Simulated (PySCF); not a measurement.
# SiNF: a search over shapes

Which structure of SiNF lies lowest? The starts are linear and bent; the spin state tried: singlet. Each end point is tested by its vibrations.

Method: PBE0, basis Si def2-TZVP, N def2-TZVP, F def2-TZVP, no relativity, density fitting; program: PySCF 2.14.0.

## Step 1: Where the work starts

3 atoms, charge 0, spin multiplicity 1.

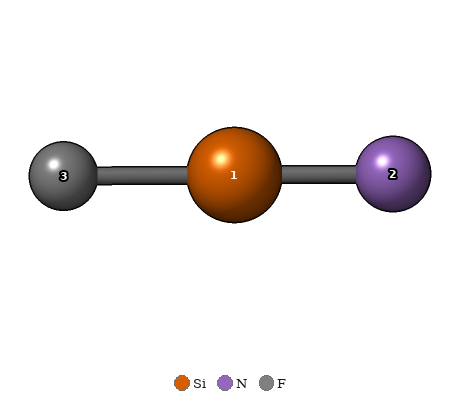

Start geometry, drawn with silicon orange, nitrogen purple, fluorine grey; atoms are numbered from 1 in the order of the file.

Z-matrix (Å, degrees; charge 0 multiplicity 1):
```
Si
N  1 1.6700
F  1 1.8000 2 180.00
```

## Step 2: Finding the electronic state

The steps below are one call of a driver around PySCF. For each, scf.py gives the equivalent set-up of the SCF; relaxations use the driver's own optimiser. After this first run the driver tries any further starts and a stability analysis.

The input, scf.py:

```python
from pyscf import gto, scf, dft
mol = gto.M(atom='''
Si     0.000000     0.000000     0.000000
N      0.000000     0.000000    -1.670000
F      0.000000     0.000000     1.800000''',
    basis={'Si': 'def2-TZVP', 'N': 'def2-TZVP', 'F': 'def2-TZVP'},
    charge=0, spin=0)
mf = dft.RKS(mol, xc='PBE0')
mf.grids.atom_grid = (50, 194)
aux = {'Si': 'def2-universal-JKFIT', 'N': 'def2-universal-JKFIT', 'F': 'def2-universal-JKFIT'}
mf = mf.density_fit(auxbasis=aux)
mf.conv_tol = 1e-08
mf.diis_space = 10
mf.max_cycle = 60
mf.init_guess = 'minao'
mf.verbose = 4
mf.kernel()
```

Command:

```bash
> OMP_NUM_THREADS=2 python axn.py task.json out
```

Log:

```text
init E= -443.694161731739
  HOMO = -0.295498407943801  LUMO = -0.193597672842273  gap/eV = 2.77286
cycle= 1 E= -443.588882757556  delta_E= 0.105  |g|= 0.826  |ddm|= 1.73
  HOMO = -0.24682768138593  LUMO = -0.0906095366609065  gap/eV = 4.25091
cycle= 2 E= -441.561619355664  delta_E= 2.03  |g|= 2.47  |ddm|= 2.24
  HOMO = -0.335599216121654  LUMO = -0.173802311335486  gap/eV = 4.40272
cycle= 3 E= -443.581420691453  delta_E= -2.02  |g|= 0.918  |ddm|= 2.07
  HOMO = -0.301020202897199  LUMO = -0.171220683854685  gap/eV = 3.53202
cycle= 4 E= -443.760091842109  delta_E= -0.179  |g|= 0.126  |ddm|= 0.403
  HOMO = -0.298959436796671  LUMO = -0.169026317064926  gap/eV = 3.53566
cycle= 5 E= -443.765108965477  delta_E= -0.00502  |g|= 0.0128  |ddm|=  0.1
  HOMO = -0.300925793464879  LUMO = -0.16955167588852  gap/eV = 3.57487
cycle= 6 E= -443.765129357939  delta_E= -2.04e-05  |g|= 0.00366  |ddm|= 0.00966
  HOMO = -0.300350065559199  LUMO = -0.169036981887075  gap/eV = 3.57321
cycle= 7 E= -443.765132364757  delta_E= -3.01e-06  |g|= 0.00113  |ddm|= 0.00276
  HOMO = -0.300461595605772  LUMO = -0.16918177439598  gap/eV = 3.57231
cycle= 8 E= -443.765132753313  delta_E= -3.89e-07  |g|= 0.000182  |ddm|= 0.00146
  HOMO = -0.300439836861519  LUMO = -0.169158510098079  gap/eV = 3.57235
cycle= 9 E= -443.765132767284  delta_E= -1.4e-08  |g|= 3.31e-05  |ddm|= 0.000324
  HOMO = -0.300443112705561  LUMO = -0.169160386251619  gap/eV = 3.57238
cycle= 10 E= -443.765132768018  delta_E= -7.34e-10  |g|= 7.58e-06  |ddm|= 8.48e-05
  HOMO = -0.300442713902063  LUMO = -0.169158975111081  gap/eV = 3.57241
Extra cycle  E= -443.765132768044  delta_E= -2.64e-11  |g|= 7.05e-06  |ddm|= 1.43e-05
converged SCF energy = -443.765132768044
```

This step, with its further starts and checks, ran for 4 s (2 threads of Arm Neoverse N1, shared host).

The test of internal stability found no lower closed-shell solution.

## Step 3: Relaxing the singlet from the linear start

The program finds C∞v symmetry in the start, which this walk keeps.

scf.py: that of step 2 with these lines changed.

```diff
@@ -3,3 +3,3 @@
-Si     0.000000     0.000000     0.000000
-N      0.000000     0.000000    -1.670000
-F      0.000000     0.000000     1.800000''',
+Si     0.000000     0.000000    -0.177309
+N      0.000000     0.000000    -1.847309
+F      0.000000     0.000000     1.622691''',
@@ -15 +14,0 @@
-mf.init_guess = 'minao'
```

Energy and gradient, step by step:

| step | energy (Eh) | change (kJ/mol) | largest symmetric gradient (Eh/bohr) |
| --- | --- | --- | --- |
| 0 | -443.765133 | 0.00 | 0.08410 |
| 1 | -443.796496 | -82.34 | 0.03154 |
| 2 | -443.797048 | -83.79 | 0.00993 |
| 3 | -443.797101 | -83.93 | 0.00078 |
| 4 | -443.797102 | -83.94 | 0.00021 |

The walk took 7.1 s.

Positions (Å) and forces (eV/Å) along the way:

```
step 0
Si   0.000   0.000  -0.177   0.000   0.000   0.040
N    0.000   0.000  -1.847   0.000   0.000   4.284
F    0.000   0.000   1.623   0.000   0.000  -4.325
step 1
Si   0.000   0.000  -0.153   0.000   0.000   1.622
N    0.000   0.000  -1.697   0.000   0.000  -0.771
F    0.000   0.000   1.448   0.000   0.000  -0.851
step 2
Si   0.000   0.000  -0.144   0.000   0.000   0.511
N    0.000   0.000  -1.696   0.000   0.000  -0.296
F    0.000   0.000   1.438   0.000   0.000  -0.215
step 3
Si   0.000   0.000  -0.140   0.000   0.000  -0.031
N    0.000   0.000  -1.698   0.000   0.000   0.040
F    0.000   0.000   1.436   0.000   0.000  -0.009
step 4
Si   0.000   0.000  -0.140   0.000   0.000  -0.002
N    0.000   0.000  -1.697   0.000   0.000  -0.009
F    0.000   0.000   1.436   0.000   0.000   0.011
```

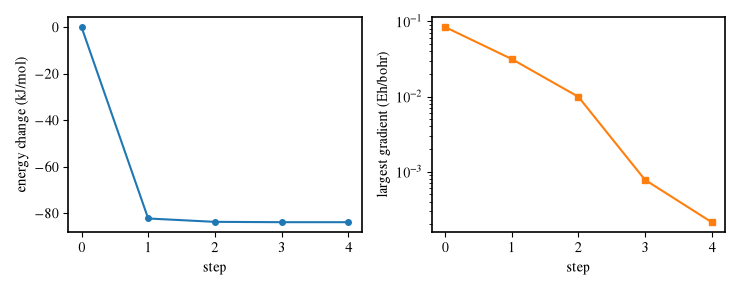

Energy and largest gradient along the walk.

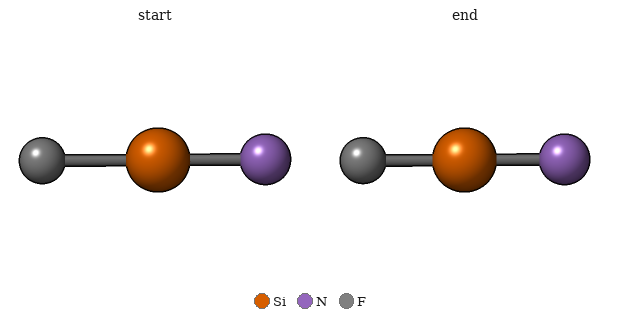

The geometry along the walk, at one scale.

End point (C∞v, 4 steps, 83.9 kJ/mol gained): Si–F 1.576 Å, Si–N 1.557 Å; F–Si–N 180.0°.

## Step 4: Hessian and properties

The point is checked on the finer grid, and tightened if its gradient asks for it. The Hessian and the dipole derivatives come from central differences of analytic gradients, with steps of 0.02 bohr.

scf.py: that of step 3 with these lines changed.

```diff
@@ -3,3 +3,3 @@
-Si     0.000000     0.000000    -0.177309
-N      0.000000     0.000000    -1.847309
-F      0.000000     0.000000     1.622691''',
+Si     0.000000    -0.000000    -0.133343
+N      0.000000     0.000000    -1.690836
+F      0.000000     0.000000     1.442664''',
@@ -9 +9 @@
-mf.grids.atom_grid = (50, 194)
+mf.grids.atom_grid = (75, 302)
@@ -12 +12 @@
-mf.conv_tol = 1e-08
+mf.conv_tol = 1e-10
```

This SCF starts from the last density.

Log of the central SCF (cycles and frontier levels):

```text
init E= -443.797083480664
  HOMO = -0.294214812588423  LUMO = -0.134703401358408  gap/eV = 4.34053
cycle= 1 E= -443.797083480663  delta_E= 1.36e-12  |g|= 2.74e-06  |ddm|= 1.88e-06
  HOMO = -0.294214503333192  LUMO = -0.134703330352579  gap/eV = 4.34052
Extra cycle  E= -443.79708348066  delta_E= 3.18e-12  |g|= 5.37e-06  |ddm|= 3.33e-06
converged SCF energy = -443.79708348066
```

The whole step took 22 s.

Geometry: C∞v; Si–F 1.576 Å, Si–N 1.557 Å; F–Si–N 180.0°.

Harmonic modes (main isotopes):

| symmetry | ω (cm⁻¹) | IR (km/mol) | type |
| --- | --- | --- | --- |
| π | 138 | 31.9 | bend |
| σ+ | 815 | 71.7 | stretch |
| σ+ | 1314 | 43.5 | stretch |

Every mode is real; the point is a minimum.

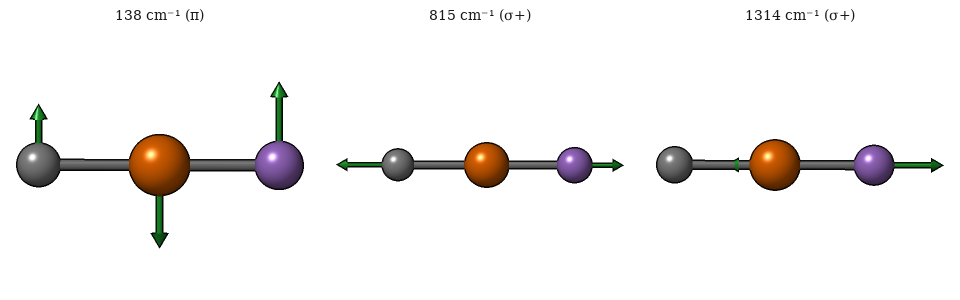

How the atoms move in 3 of the modes.

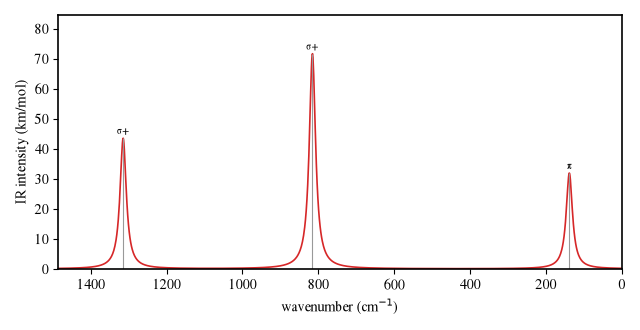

The harmonic infrared spectrum (widths in cm⁻¹). Lines are broadened to a width of 20 cm⁻¹ (Lorentzian).

Constants and moments:

- Dipole moment: 3.33 D
- Highest occupied level: -8.01 eV
- Lowest empty level: -3.67 eV
- Rotational constants: 0.2105 cm⁻¹
- Zero-point energy: 14.4 kJ/mol
- Principal polarisabilities: 30.2, 30.2, 44.2 bohr³
- Atomisation energy without zero-point energy: 860 kJ/mol
- Principal traceless quadrupole moments about the centre of mass: -8.42, 4.21, 4.21 D Å
- Entropy at 298.15 K and 1 bar: 250.4 J/(mol K)
- Heat capacity Cp at 298.15 K: 48.3 J/(mol K)
- Enthalpy at 298.15 K above 0 K: 12.39 kJ/mol
- Rotational symmetry number: 1

Populations by atom (charges in e):

| atom | Mulliken | Löwdin | polar tensor | Mayer order to Si1 |
| --- | --- | --- | --- | --- |
| Si1 | 0.54 | 0.23 | 0.69 | – |
| N2 | -0.33 | -0.28 | -0.30 | 2.99 |
| F3 | -0.21 | 0.06 | -0.39 | 1.18 |

Outer orbital energies (eV). occupied: -35.53, -21.66, -16.74, -14.69, -14.69, -9.77, -8.01, -8.01; empty: -3.67, -0.95, -0.95, 2.81.

Mulliken populations on Si1: s 5.12, p 7.84, d 0.41, f 0.09.

## Step 5: Relaxation: bent start, singlet

The program finds Cs symmetry in the start, which this walk keeps. The walk stops when the largest gradient is under 0.0003 Eh/bohr and the energy has settled too.

scf.py: that of step 4 with these lines changed.

```diff
@@ -3,3 +3,3 @@
-Si     0.000000    -0.000000    -0.133343
-N      0.000000     0.000000    -1.690836
-F      0.000000     0.000000     1.442664''',
+Si    -0.145247     0.000000    -0.541626
+N     -1.513247     0.000000     0.416274
+F      1.329253     0.000000     0.490774''',
@@ -9 +9 @@
-mf.grids.atom_grid = (75, 302)
+mf.grids.atom_grid = (50, 194)
@@ -12 +12 @@
-mf.conv_tol = 1e-10
+mf.conv_tol = 1e-08
```

Steps of the walk:

| step | energy (Eh) | change (kJ/mol) | largest symmetric gradient (Eh/bohr) |
| --- | --- | --- | --- |
| 0 | -443.750284 | 0.00 | 0.07871 |
| 1 | -443.778547 | -74.21 | 0.03638 |
| 2 | -443.789407 | -102.72 | 0.03660 |
| 3 | -443.793659 | -113.88 | 0.04275 |
| 4 | -443.795691 | -119.22 | 0.01426 |
| 5 | -443.796327 | -120.89 | 0.00434 |
| 6 | -443.796530 | -121.42 | 0.00379 |
| 7 | -443.796764 | -122.03 | 0.00307 |
| 8 | -443.796986 | -122.62 | 0.00279 |
| 9 | -443.797095 | -122.90 | 0.00164 |
| 10 | -443.797101 | -122.92 | 0.00050 |
| 11 | -443.797101 | -122.92 | 0.00001 |

The walk took 16 s.

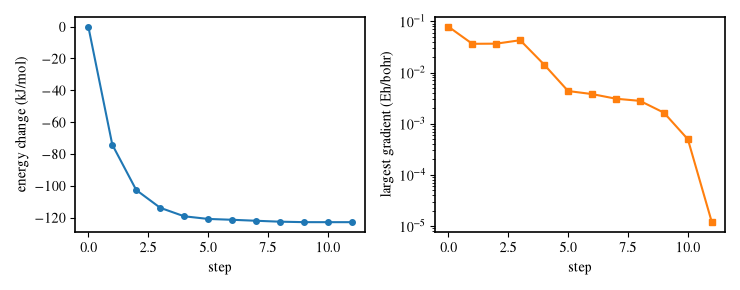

Energy and largest gradient along the walk.

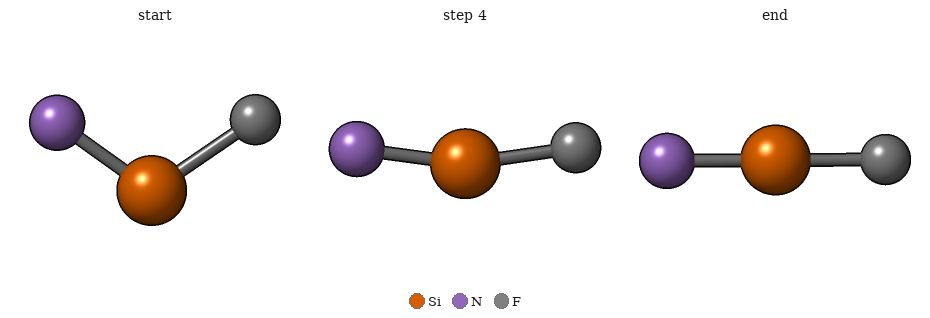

The geometry along the walk, at one scale.

After 11 steps and 122.9 kJ/mol it ends at C∞v: Si–F 1.576 Å, Si–N 1.558 Å; F–Si–N 179.7°.

## Step 6: Real-space pictures of the lowest minimum

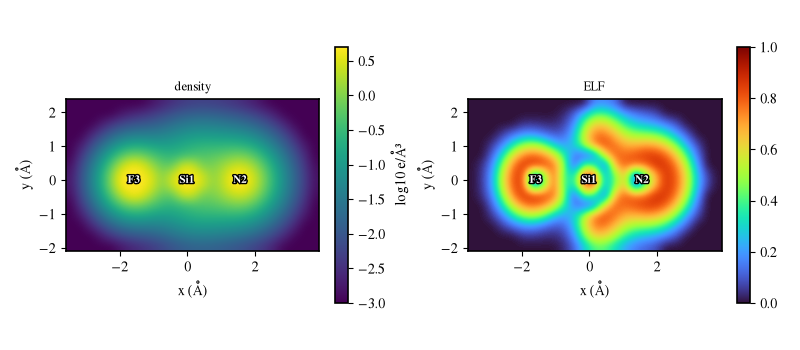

The plane holds Si1 at (0.00, 0.00), N2 at (1.56, 0.00), F3 at (-1.58, 0.00) Å. ELF is set to 0 where the density is under 0.005 e/Å³; an orbital's overall sign is arbitrary.

Orbitals, density, ELF and potential are computed afterwards from the orbital file.

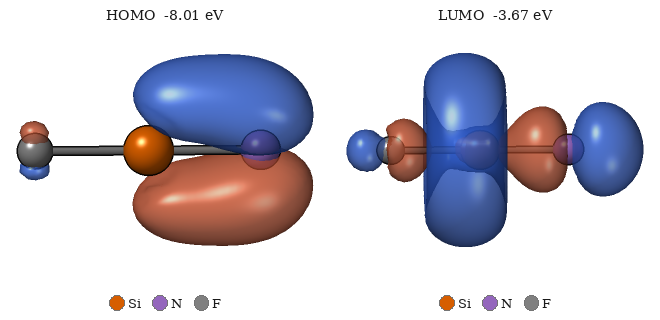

Frontier orbitals at PBE0; each surface holds 70 % of the orbital's density, blue and red mark the sign.

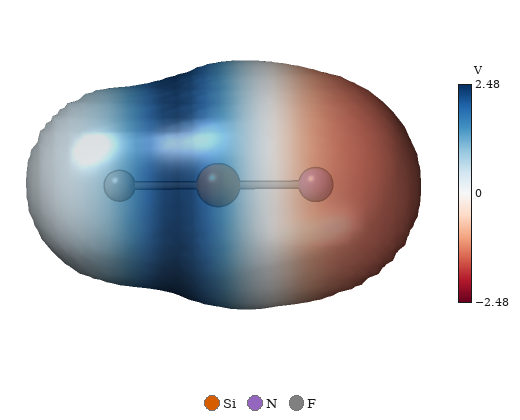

Electrostatic potential on the surface of density 0.002 e/bohr³; red is low, blue high. It runs, from the 1st to the 99th percentile, from -1.47 V near N2 to 2.48 V near Si1.

Along Si1–N2 (1.557 Å) the density is least, 1.11 e/Å³, about 0.70 Å from Si1; ELF there is 0.23.

Values on the line from Si1 (at 0) through N2 (at 1.557 Å):

| distance (Å) | density (e/Å³) | ELF | electrostatic potential (V) |
| --- | --- | --- | --- |
| -0.55 | 1.46 | 0.0941 | 57.9 |
| -0.39 | 6.91 | 0.709 | 109 |
| -0.23 | 39 | 0.846 | 287 |
| -0.08 | 274 | 0.403 | 1.67e+03 |
| 0.16 | 77.5 | 0.576 | 589 |
| 0.31 | 17 | 0.849 | 163 |
| 0.47 | 2.86 | 0.247 | 74.7 |
| 0.62 | 1.12 | 0.088 | 42.1 |
| 0.78 | 1.24 | 0.481 | 28.6 |
| 0.93 | 1.73 | 0.686 | 29.3 |
| 1.09 | 2.43 | 0.575 | 49.4 |
| 1.25 | 3.41 | 0.1 | 113 |
| 1.40 | 27.1 | 0.776 | 345 |
| 1.64 | 182 | 0.999 | 895 |
| 1.79 | 6.53 | 0.0795 | 182 |
| 1.95 | 3.03 | 0.551 | 66.2 |
| 2.10 | 1.8 | 0.843 | 26.1 |
| 2.26 | 0.945 | 0.867 | 10 |
| 2.41 | 0.468 | 0.847 | 3.21 |

Making the fields ran for 1 s (2 threads of Arm Neoverse N1, shared host).

## Step 7: Outcome

| quantity | value |
| --- | --- |
| lowest minimum | singlet, C∞v |
| geometry | Si–F 1.576 Å, Si–N 1.557 Å; F–Si–N 180.0° |
| wavenumbers (cm⁻¹) | 138 (π), 815 (σ+), 1314 (σ+) |
| dipole moment | 3.33 D |
| highest occupied, lowest empty level | -8.01, -3.67 eV |
| polar-tensor charge of Si1 | +0.69 e |
| zero-point energy | 14.4 kJ/mol |
| entropy at 298.15 K | 250.4 J/(mol K) |
| atomisation energy (no zero-point energy) | 860 kJ/mol |

The lowest minimum found is the singlet of C∞v symmetry. In the infrared the band at 815 cm⁻¹ (σ+, stretch) leads. A search over typed starts can miss a lower isomer.

The search up to here took 54 s.
